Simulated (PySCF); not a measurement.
```yaml
atoms:
  - { symbol: O, position_ang: [-1.2642, 2.0589, -0.7583] }
  - { symbol: C, position_ang: [-0.3403, 1.4878, -0.2365] }
  - { symbol: C, position_ang: [-0.3278, 0.0206, -0.1779] }
  - { symbol: Si, position_ang: [-1.8994, -0.6803, -1.0012] }
  - { symbol: C, position_ang: [0.6489, -0.6960, 0.3730] }
  - { symbol: C, position_ang: [1.8774, -0.1162, 1.0139] }
  - { symbol: F, position_ang: [1.5940, 0.6887, 2.0552] }
  - { symbol: F, position_ang: [2.6880, -1.0726, 1.4842] }
  - { symbol: F, position_ang: [2.6133, 0.6215, 0.1614] }
  - { symbol: H, position_ang: [0.5040, 2.0431, 0.2022] }
  - { symbol: H, position_ang: [-1.8835, -0.2610, -2.3970] }
  - { symbol: H, position_ang: [-3.0436, -0.1825, -0.2481] }
  - { symbol: H, position_ang: [-1.7866, -2.1370, -0.8876] }
  - { symbol: H, position_ang: [0.6192, -1.7755, 0.3944] }
```

Geometry: GFN2-xTB.

Level of theory: CAM-B3LYP/def2-SVPD, SCF density, gas phase in PySCF 2.14.0.

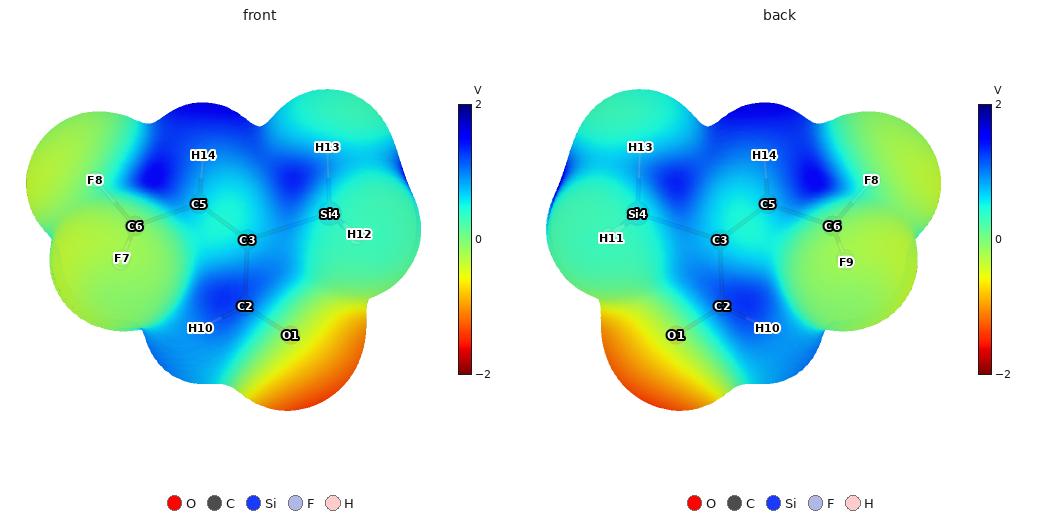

C4H5F3OSi (SMILES O=C/C([SiH3])=C\C(F)(F)F). The electrostatic potential painted on the density surface at 0.002 e/bohr³, seen from the front and from behind; red is negative and blue positive.

Q: Which sites attract a positive test charge, and which a negative one?

A: A positive charge is drawn to the negative regions and a negative charge to the positive ones. The most negative region (about −1.4 V) lies over O1, the most positive (about +1.6 V) over Si4 and H14. O1 is the likeliest acceptor of a hydrogen bond.

Q: How polar is the molecule by this calculation?

A: Its dipole moment is 2.10 D.
